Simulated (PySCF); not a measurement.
**C2H10BNOSi: density, localisation and related maps**

```yaml
atoms:
  - { symbol: C, position_ang: [2.9314, -0.2767, 0.2991] }
  - { symbol: O, position_ang: [2.0233, 0.6275, -0.2494] }
  - { symbol: Si, position_ang: [0.5316, 0.3566, -0.8511] }
  - { symbol: C, position_ang: [-0.6578, -0.3995, 0.4280] }
  - { symbol: B, position_ang: [-2.1484, -0.3724, -0.0808] }
  - { symbol: N, position_ang: [-2.9833, 0.6690, 0.2822] }
  - { symbol: H, position_ang: [3.8331, 0.2734, 0.5734] }
  - { symbol: H, position_ang: [3.1941, -1.0532, -0.4243] }
  - { symbol: H, position_ang: [2.5201, -0.7559, 1.1916] }
  - { symbol: H, position_ang: [0.2194, 1.7372, -1.2050] }
  - { symbol: H, position_ang: [0.6074, -0.5252, -2.0254] }
  - { symbol: H, position_ang: [-0.5439, 0.1591, 1.3600] }
  - { symbol: H, position_ang: [-0.3349, -1.4219, 0.6344] }
  - { symbol: H, position_ang: [-2.5761, -1.2060, -0.7875] }
  - { symbol: H, position_ang: [-3.9338, 0.7688, -0.0309] }
  - { symbol: H, position_ang: [-2.6898, 1.4282, 0.8744] }
```

Geometry: GFN2-xTB, NEB image 0 of 0 to 8.

All numbers below come from PBE0/pcSseg-1, SCF density, gas phase, non-relativistic in PySCF 2.14.0.

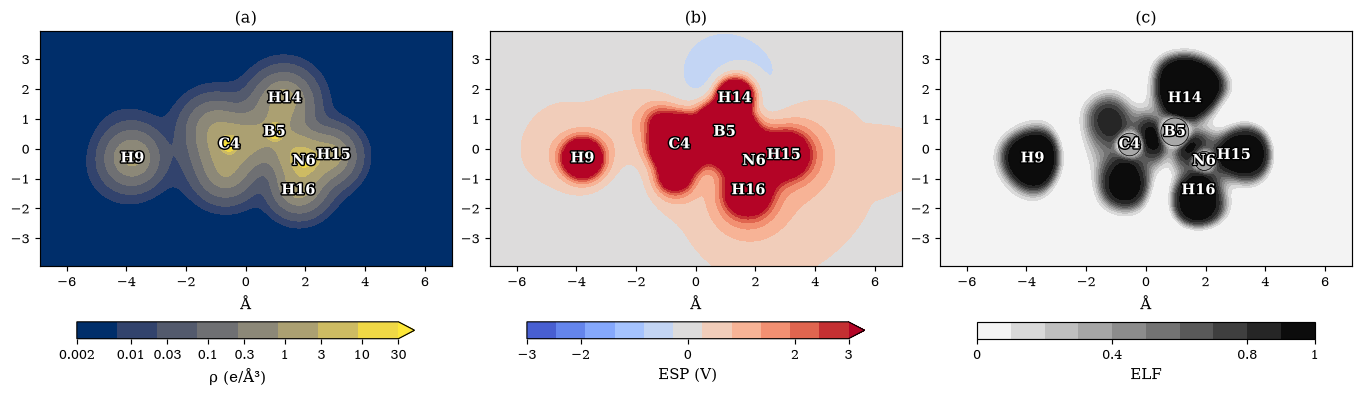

Figure 1. (a) total electron density; (b) electrostatic potential; (c) ELF on the plane of atoms N6, B5 and H14. Grey discs cover the atomic cores in the ELF map.

> Interpret the plot.

- The section cuts through C, B, N and H sites.
- B–N (1.38 Å): ρ is about 2 e/Å³ halfway; the ELF peaks at about 0.90 between the atoms: a short, strongly polar bond.
- C–B (1.58 Å): the density is about 1.4 e/Å³ at the midpoint; the ELF peaks at about 0.95 between the atoms, as expected for localised, covalent bonding.
- N–H (1.01 Å): ρ at the midpoint is about 2.9 e/Å³; the ELF climbs to about 1 towards the hydrogen, as it does in any bond to H (a covalent bond by its length).
- Outside the dense part of the molecule the potential is most negative (−0.4 V) near H14.

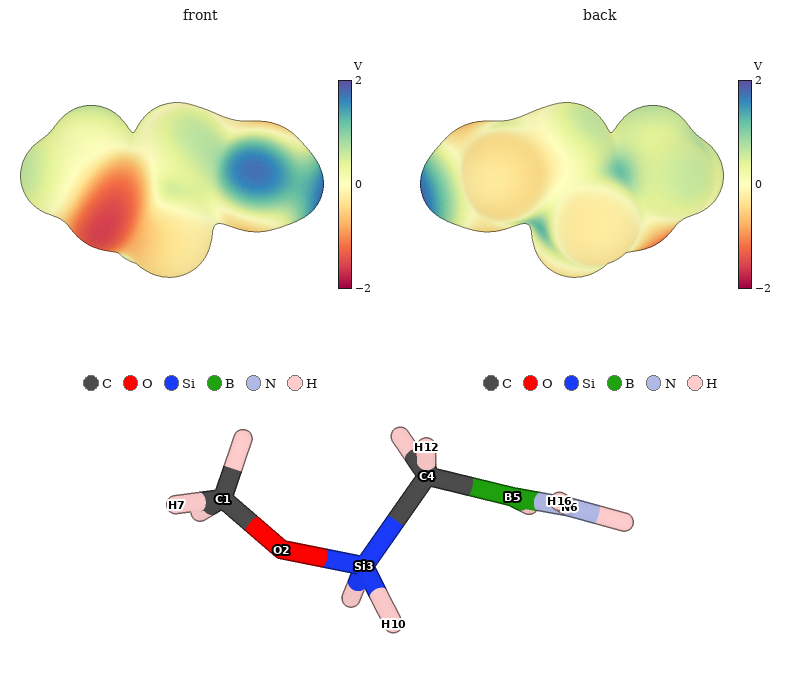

Figure 2. The electrostatic potential painted on the density surface at 0.002 e/bohr³, seen from the front and from behind; the colour scale runs from red (negative) to blue (positive). The bare structure is drawn below in the same view.

> Describe the electrostatic potential map.

The most negative region (about −1.6 V) lies over O2, the most positive (about +1.8 V) over H15 and H16. O2 is the likeliest acceptor of a hydrogen bond.

> How polar is the molecule by this calculation?

Its dipole moment is 1.63 D.
